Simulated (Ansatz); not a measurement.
**Energy over volume and axial ratio for YOF (space group R-3m)**

YOF (space group R-3m)

```
CELL_PARAMETERS angstrom
      1.88710     1.08951     6.27280
     -1.88710     1.08951     6.27280
      0.00000    -2.17903     6.27280
ATOMIC_POSITIONS crystal
  Y  0.74126 0.74126 0.74126
  Y  0.25874 0.25874 0.25874
  O  0.62153 0.62153 0.62153
  O  0.37847 0.37847 0.37847
  F  0.13015 0.13015 0.13015
  F  0.86985 0.86985 0.86985
```

Grid over V/V₀ and (c/a)/(c/a)₀, subscript 0 meaning the relaxed cell; the conventional c axis lies along z; no internal relaxation.

Computed with PBEsol (plane waves to 420 eV, PAW, scalar-relativistic; Ansatz, an electronic-structure program). k mesh 10×10×10 (Γ-centred), Fermi-Dirac smearing 0.05 eV. The energy includes the smearing's −TS. As the atoms are clamped, bonds stretch with the cell, which overstates energies and stresses. YOF is run without spin polarisation. YOF was relaxed with its symmetry unable to fall. ΔE is measured from the relaxed starting cell.

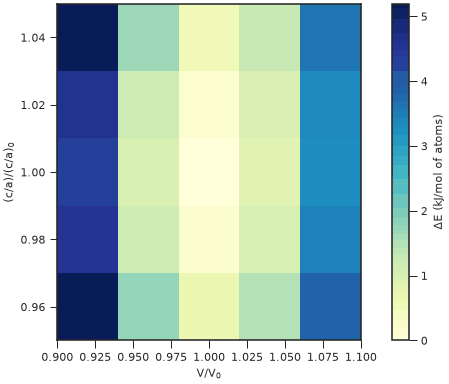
Figure. ΔE (kJ/mol of atoms) over the 5×5 grid of computed points.

The modulus against c/a change at fixed volume, (3/4V)·∂²E/∂(ln c/a)² (fit, atoms clamped) is 73 GPa, an upper bound as the atoms could relax. Highest place on the grid: V/V₀ = 0.920, (c/a)/(c/a)₀ = 0.960 (53.8 meV/atom). Lowest place on the grid: V/V₀ = 1.000, (c/a)/(c/a)₀ = 1.000 (0.0 meV/atom).

Near the relaxed cell σzz − σxx = −2Cδ (compression positive), C being this modulus and δ the logarithm of the ratio.

(A scan under strain: stresses follow from slopes of the energy per volume, elastic moduli from its curvatures.)
